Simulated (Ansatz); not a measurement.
Input file:

```
crystal:
  periodic: [false, false, false]
  atoms:
    - {symbol: Cl, position_ang: [-0.205134, -2.356605, -0.814892]}
    - {symbol: F, position_ang: [-0.839451, 0.354223, -1.707485]}
    - {symbol: F, position_ang: [0.732468, -0.791558, 1.469141]}
    - {symbol: F, position_ang: [0.076907, 1.611373, 0.476889]}
    - {symbol: O, position_ang: [-1.692564, -0.080728, 0.741816]}
    - {symbol: O, position_ang: [1.624396, 0.186287, -0.803211]}
    - {symbol: W, position_ang: [-0.051518, -0.191075, -0.110236]}
    - {symbol: H, position_ang: [-2.133180, 0.633617, 1.217682]}
    - {symbol: H, position_ang: [2.172274, 0.980284, -0.787812]}
basis:
  gaussian:
    orbitals: def2-SVPD
hamiltonian:
  xc: pbe0
output: {forces: true, orbitals: {seedname: orbitals}}
```

Command:

```sh
ansatz run input.yaml --threads 2 --pin off --max-ram 6090MiB --events-out events.jsonl --progress --plain --runs-dir runs
```

Geometry: PBE0-D4/def2-SVP; core potentials replace the inner electrons of W.

All numbers below come from Ansatz 0.2.0, isolated molecule in a Gaussian basis; Kohn-Sham density functional theory, functional PBE0.

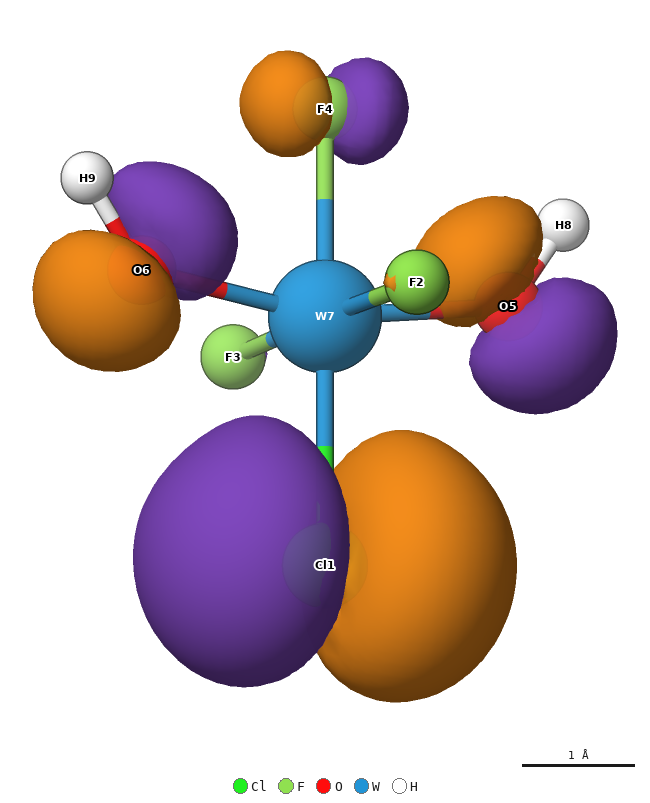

ClF3H2O2W (SMILES [OH][W]([OH])([F])([F])([F])[Cl]). The HOMO at ±0.1 Å⁻³ᐟ² (orange and purple are the two phases), seen at a tilt.

**Describe this orbital and give its energy.**

Its weight (Hirshfeld) is mainly on Cl1 (about 70 %), O5 (about 10 %) and O6 (about 10 %); largely a lone pair of Cl1. Its energy is −9.83 eV.
